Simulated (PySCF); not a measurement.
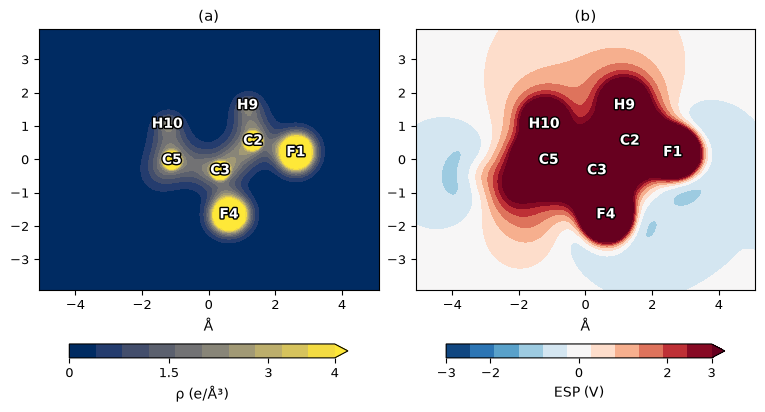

C₄H₇F₃Si. (a) total electron density; (b) molecular electrostatic potential on the plane of atoms F1, C2 and H9.

Geometry: GFN2-xTB.

These are results of PySCF 2.14.0, PBE0/pcSseg-1, SCF density, gas phase, non-relativistic, not measurements.

```xyz
15

F     3.0777   -1.4663   -0.7246
C     1.7666   -1.2216   -0.8738
C     1.0579   -0.5078   -0.0096
F     1.6506    0.0028    1.0940
C    -0.3746   -0.1515   -0.1444
Si   -0.5501    1.7547   -0.4260
C    -1.1395   -0.5849    1.1026
F    -2.4549   -0.2088    0.9975
H     1.3540   -1.6587   -1.7683
H    -0.7819   -0.6835   -1.0061
H     0.0171    2.4289    0.7384
H     0.2176    2.0403   -1.6382
H    -1.9681    2.0435   -0.5953
H    -0.7435   -0.1051    2.0026
H    -1.1333   -1.6740    1.2292
```

What does the map show?

Answer. Atoms in the plane: F, C and H. C–C (1.33 Å): ρ at the midpoint is about 2.4 e/Å³. C–F (1.34 Å): ρ is about 2.3 e/Å³ halfway. C–H (1.08 Å): ρ is about 2.1 e/Å³ halfway. C–C (1.48 Å): ρ at the midpoint is about 1.8 e/Å³. Outside the dense part of the molecule the potential is most negative (−0.9 V) near F1.
